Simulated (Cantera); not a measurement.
Charge: 1 mol MgO, 0.032 mol Br₂, 0.14 mol H₂, equilibrated at 1000 Pa.

Method: chemical equilibrium by Gibbs-energy minimisation in Cantera with the NASA 1993 tables (ideal gas, pure condensed phases). Candidate condensed phases: Br₂, H₂O, Mg, MgBr₂, MgO, Mg(OH)₂; 20 gas species. Kinetics and transport are ignored.

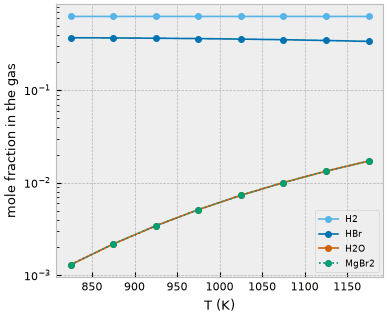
Fig. 1. Equilibrium gas composition (values under 1e-9 drawn at 1e-9)

From 825 K to 1175 K the condensed part is MgO(s). The main Mg-bearing gas is MgBr₂ throughout.
